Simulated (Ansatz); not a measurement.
AlBSe₂ (SMILES B1=[Se+2]=[Al-2][Se]1)

The calculation's input:

```
basis:
  gaussian: {orbitals: def2-TZVPD}
crystal:
  periodic: [false, false, false]
  atoms:
    - {symbol: Al, position_ang: [-1.584640, 1.107868, -0.981582]}
    - {symbol: B, position_ang: [0.637941, 0.219229, -0.167592]}
    - {symbol: Se, position_ang: [0.445637, -0.584938, -1.772844]}
    - {symbol: Se, position_ang: [0.121240, 1.306860, 1.177999]}
hamiltonian: {xc: pbe0}
output: {forces: true, orbitals: {seedname: orbitals}}
```

Command:

```sh
ansatz run input.yaml --threads 2 --pin off --max-ram 4350MiB --events-out events.jsonl --progress --plain --runs-dir runs
```

Geometry: PBE0-D3(BJ)/pcseg-1.

All numbers below come from Ansatz, isolated molecule in a Gaussian basis; Kohn-Sham density functional theory, functional PBE0.

> Predict the electron density and electron localisation function between the atoms.

B–Se (1.81 Å): ρ at the midpoint is about 1.2 e/Å³; the ELF peaks at about 0.85 between the atoms, as expected for localised, covalent bonding.
Al–Se (2.76 Å): the density is about 0.3 e/Å³ at the midpoint, with its minimum of 0.23 e/Å³ about 1.0 Å from Al; the ELF peaks at about 0.70 in the valence shell of Se, 1.1 Å from its nucleus, and is about 0.65 at the midpoint.

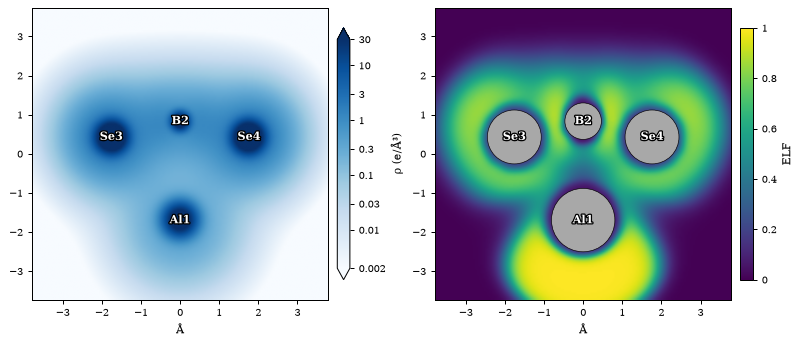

Computed electron density and electron localisation function on the molecular plane, in this order. Grey discs cover the atomic cores in the ELF map. 
